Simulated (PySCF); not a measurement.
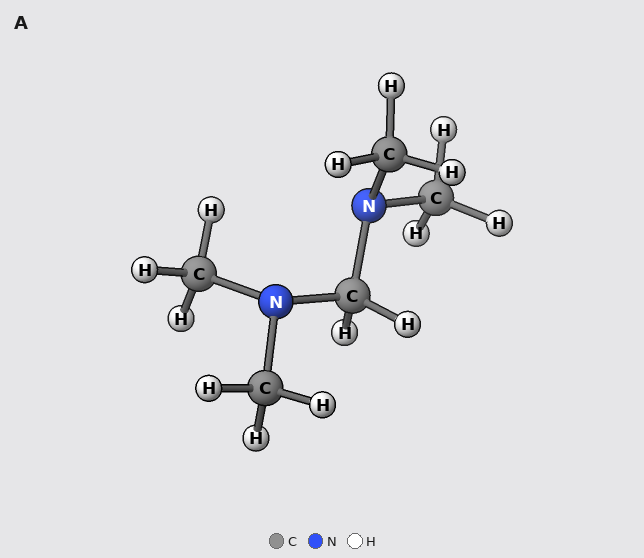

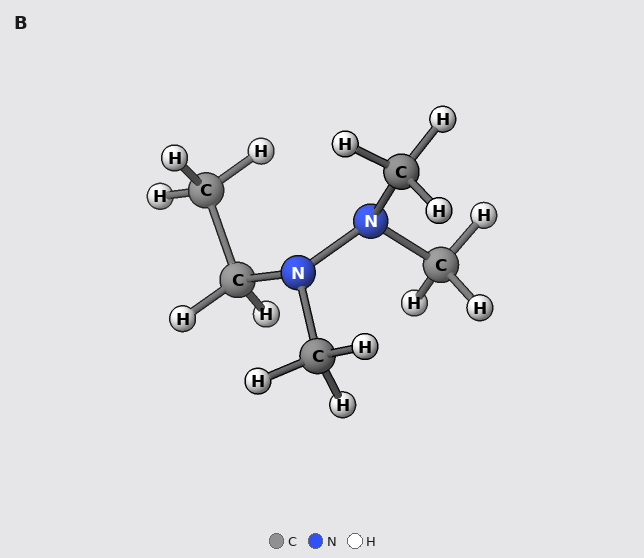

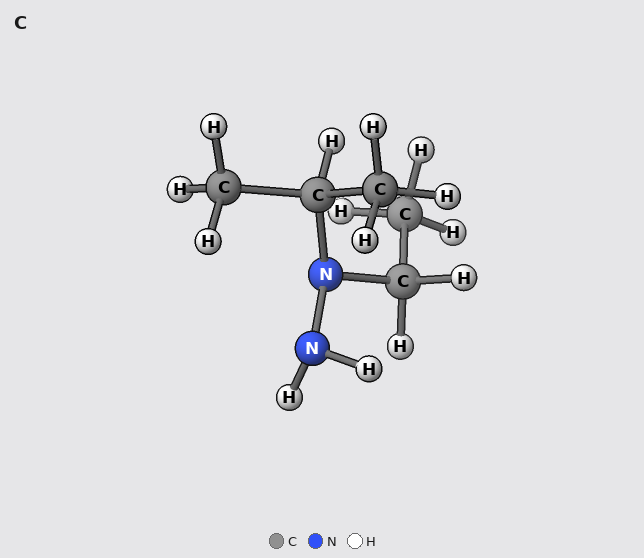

3 stationary structures of one formula. Geometries: GFN2-xTB. Electronic energies: PBE0/pcSseg-1 (PySCF 2.14.0), without zero-point energy. No frequency run is at hand to confirm each as a minimum. Each is one conformer, not always the lowest.

Question: Are they conformers, stereoisomers or constitutional isomers?

Answer: They are constitutional isomers of C5H14N2: A `CN(C)CN(C)C`, B `CCN(C)N(C)C`, C `CCN(N)C(C)C`.

Question: Which is lowest in energy, and by how much?

Answer: A is lowest; C lies 4.4 kcal/mol above it, B lies 14.5 kcal/mol above it.
